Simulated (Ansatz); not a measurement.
# Cl2H4N2Si: how energies converge with the basis set

Aim: see how fast density functionals converge with the basis set for Cl2H4N2Si.

Method: one geometry, several basis sets; program: Ansatz 0.2.0, Gaussian basis.

Plan: PBE0-D4/def2-SVP; ωB97M-V/def2-SVP; PBE0-D4/def2-QZVPP; ωB97M-V/def2-QZVPP; the functionals' def2-TZVPP values are taken from earlier runs.

### Step 1. The geometry

The geometry comes from an earlier relaxation with PBE0-D4 in a triple-zeta def2 set; it is a stationary point, not always the lowest conformer.

SMILES `N[Si](N)(Cl)Cl`, 9 atoms, charge 0, spin multiplicity 1.

Atoms are counted from 1 here; the program's logs count them from 0.

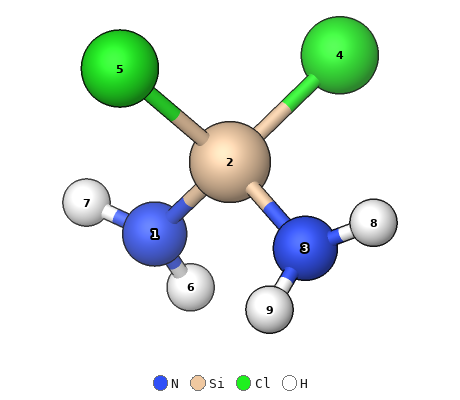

The geometry (nitrogen blue, silicon light orange, chlorine green, hydrogen white); atoms are numbered from 1 in the order of the file.

### Step 2. PBE0-D4 in def2-SVP

File in.yaml:

```yaml
crystal:
  periodic: [false, false, false]
  atoms:
    - {symbol: N, position_ang: [0.003289, 1.371336, -0.521466]}
    - {symbol: Si, position_ang: [-0.064353, -0.306402, -0.338012]}
    - {symbol: N, position_ang: [0.186371, -0.691654, 1.287340]}
    - {symbol: Cl, position_ang: [-1.844165, -1.215706, -0.820861]}
    - {symbol: Cl, position_ang: [1.312172, -1.033870, -1.680998]}
    - {symbol: H, position_ang: [-0.582563, 1.963608, 0.044631]}
    - {symbol: H, position_ang: [0.215450, 1.780145, -1.416098]}
    - {symbol: H, position_ang: [-0.140628, -1.566288, 1.662287]}
    - {symbol: H, position_ang: [1.002926, -0.347369, 1.766076]}
basis:
  gaussian: {orbitals: def2-SVP}
hamiltonian: {xc: pbe0, dispersion: d4}
output: {orbitals: {seedname: orbitals}}
```

The run is started by

```sh
$ ansatz run in.yaml --threads 4 --pin off --events-out ev --progress --plain --max-ram 10444MiB
```

After this run come: ωB97M-V in def2-SVP; PBE0-D4 in def2-QZVPP; ωB97M-V in def2-QZVPP.

Q: Predict the results of all the runs planned. Wanted: PBE0-D4: double and triple zeta above quadruple; ωB97M-V: double and triple zeta above quadruple.

As calculated:

| quantity | value |
| --- | --- |
| PBE0-D4: double and triple zeta above quadruple | 16.61, 1.21 eV |
| ωB97M-V: double and triple zeta above quadruple | 16.57, 1.14 eV |

In words: PBE0-D4 gains 15.40 eV from double to triple zeta, then 1.21 eV more. Total energies overstate the basis error of differences, where much of it tends to cancel. The LUMO of ωB97M-V is positive and keeps falling with the basis (3.04 to 1.46 eV): an unbound level that the basis holds in place.
